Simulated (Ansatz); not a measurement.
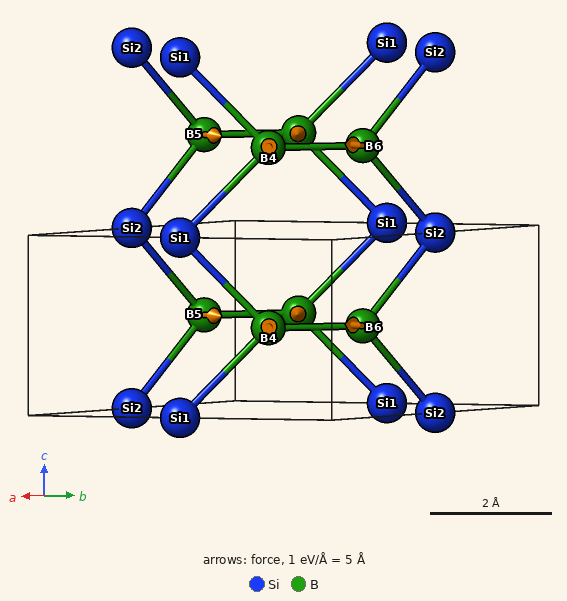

Starting geometry of a crystal of SiB$_{2}$ (a generated structure, set up in Cmmm) with the computed forces as orange arrows. Style: ball-and-stick. Shown: the cell of the calculation, repeated 1 × 1 × 2 with one cell outlined, from a free direction.

The calculation used DFT PBE, scalar-relativistic, plane waves, PAW in Ansatz 0.2.0. Settings: plane-wave cutoff 420 eV; k-point mesh 8 × 8 × 12; occupations gaussian; smearing width 0.1 eV; no spin polarisation; cell and atoms relaxed; force threshold 0.01 eV/Å; at most 80 steps.

Question: Is this structure relaxed? If not, where do the atoms go?

Answer: It isn't relaxed: the largest force vector, on B atoms, is 0.10 eV/Å. Measured relative to the changing cell, the final displacements run against the starting forces (cosine between the two patterns −0.69). The largest moves relative to the cell, 0.21 Å, are those of B atoms. Si stays in place. The drawn cell changes as follows: a = b 5.197 → 4.686 Å (−9.8 %), c 3.008 → 3.395 Å (+12.8 %), γ 118.0° → 104.2°; the volume changes by +0.8 %. Among the contacts that change: B–B 2.942 → 2.243 Å, Si–Si 3.008 → 3.395 Å, B–B 1.650 → 1.758 Å, B–Si 2.104 → 2.034 Å. Bond angles that change, for instance: Si–B–Si 91.3° → 113.1°, B–Si–B 91.3° → 113.1°, B–Si–B 88.7° → 66.9°. The space group stays Cmmm (No. 65). After 11 accepted moves (13 points after the start) the energy has fallen by 0.308 eV per cell of the calculation. Largest force component: 0.096 eV/Å at the start, 0.00095 eV/Å at the end. The pressure goes from −0.05 to −0.01 GPa. At 2 points the geometry stayed and the basis and grid were re-selected for the new cell (energy shift of 21.1 meV per cell of the calculation at most each time).
